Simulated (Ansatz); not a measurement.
## Electronic structure of C2H6Ga (SMILES [CH3][Ga][CH3]) (doublet) in real space

Input file:

```
crystal:
  periodic: [false, false, false]
  atoms:
    - {symbol: C, position_ang: [-0.014582, 1.503203, -1.536909]}
    - {symbol: C, position_ang: [-0.140537, 0.609197, 1.764290]}
    - {symbol: Ga, position_ang: [-0.834968, 0.388465, -0.096041]}
    - {symbol: H, position_ang: [-0.178307, 2.567772, -1.297332]}
    - {symbol: H, position_ang: [1.074229, 1.325985, -1.551282]}
    - {symbol: H, position_ang: [-0.423487, 1.297597, -2.535240]}
    - {symbol: H, position_ang: [-0.616241, -0.062606, 2.491290]}
    - {symbol: H, position_ang: [0.947458, 0.426459, 1.764845]}
    - {symbol: H, position_ang: [-0.305832, 1.652748, 2.082391]}
basis:
  gaussian:
    orbitals: def2-TZVPD
magnetization:
  spin_polarized: true
  initial_magnetization: 1
hamiltonian:
  xc: {name: PBE0}
output: {forces: true, orbitals: {seedname: orbitals}}
total_charge: 0
```

Command:

```sh
ansatz run input.yaml --threads 2 --pin off --max-ram 4350MiB --events-out events.jsonl --progress --plain --runs-dir runs
```

Geometry: PBE0-D3(BJ)/def2-SVP.

All numbers below come from isolated molecule in a Gaussian basis; Kohn-Sham density functional theory, functional PBE0 (Ansatz 0.2.0).

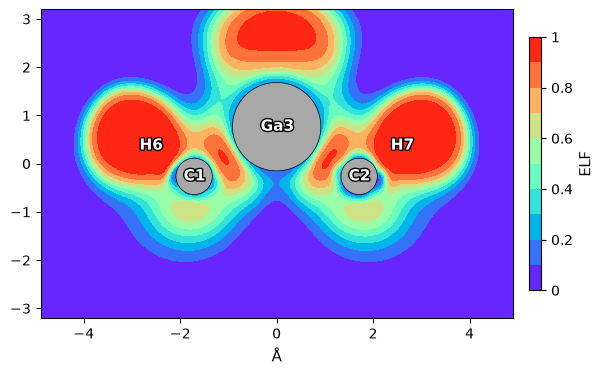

Figure 1. Electron localisation function on the plane of atoms Ga3, C1 and H6. Grey discs cover the atomic cores.

Question: What does the map show?

Answer: Atoms in the plane: C, Ga and H.
C–Ga (2.00 Å): the ELF peaks at about 0.90 in the valence shell of C, 0.7 Å from its nucleus, and is about 0.55 at the midpoint.
C–H (1.10 Å): the ELF climbs to about 1 towards the hydrogen, as it does in any bond to H (an ordinary covalent bond to hydrogen).

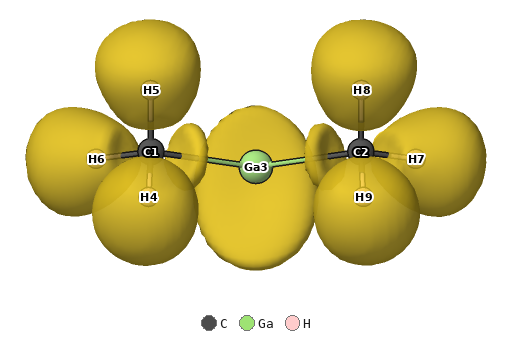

Figure 2. Isosurface of the ELF at 0.8 (yellow), seen from one side. Only the valence region is drawn (cores and ρ < 0.01 e/Å³ removed).

Question: Describe the localisation domains.

Answer: The ELF exceeds this value in six regions around hydrogen nuclei, two lobes of the valence shell of C pointing towards Ga (polar bonds) and one lobe on Ga, pointing away from the bonds (non-bonding electrons).

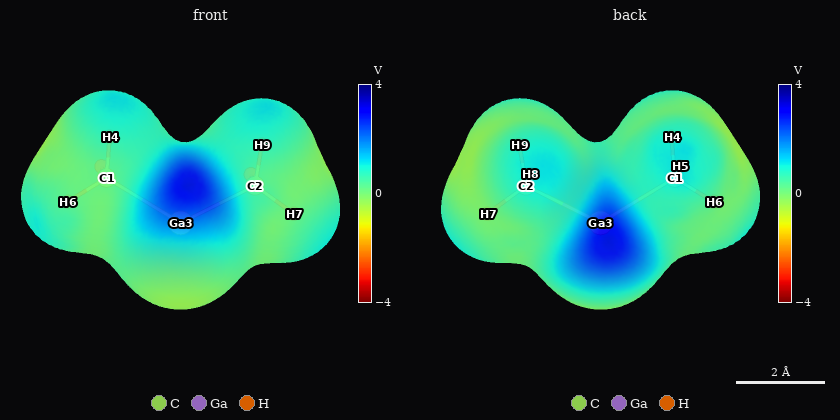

Figure 3. The molecular electrostatic potential painted on the density surface at 0.004 e/bohr³, seen from the front and from behind; the colour scale runs from red (negative) to blue (positive).

Question: Describe the electrostatic potential map.

Answer: The most negative region (about −0.4 V) lies over C1 and C2, the most positive (about +3.1 V) over Ga3.

Question: What dipole moment does the calculation give?

Answer: Its dipole moment is 0.53 D.
